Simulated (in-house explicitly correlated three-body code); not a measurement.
Two electrons around a point charge Z = 5.9. Computed variationally in 260 exponentially correlated functions with an in-house code, non-relativistic, converged to about 10⁻⁷ hartree. Wanted, and plotted below: the exact exchange and correlation potentials of the ground state, from inverting its density, with the radial density dashed.

The exchange potential, minus half the Hartree potential for two paired electrons, rises from −5.47 hartree at 0.035 bohr to −1.26 at 0.79 bohr, tending to −1/r far out. The correlation potential is −0.037 hartree at the inner end, crosses zero near 0.099 bohr and has a positive maximum of 0.022 hartree near 0.21 bohr; the density peaks at 0.18 bohr. The LDA correlation potential, by contrast, is negative everywhere. The Kohn-Sham level equals minus the binding of the second electron, −377.5 eV.

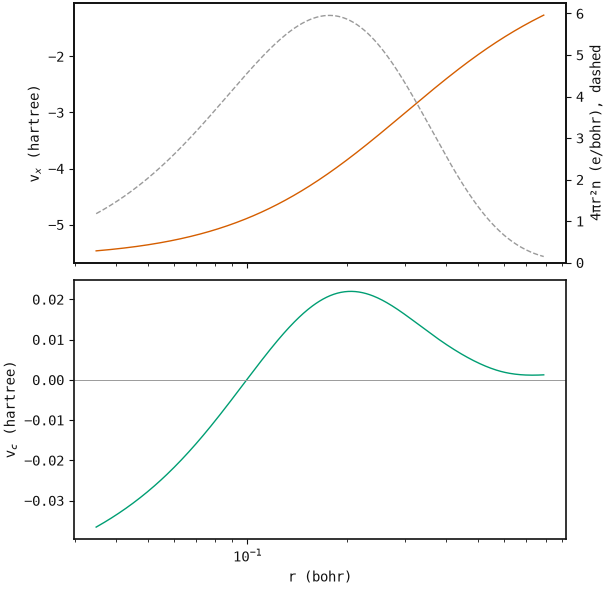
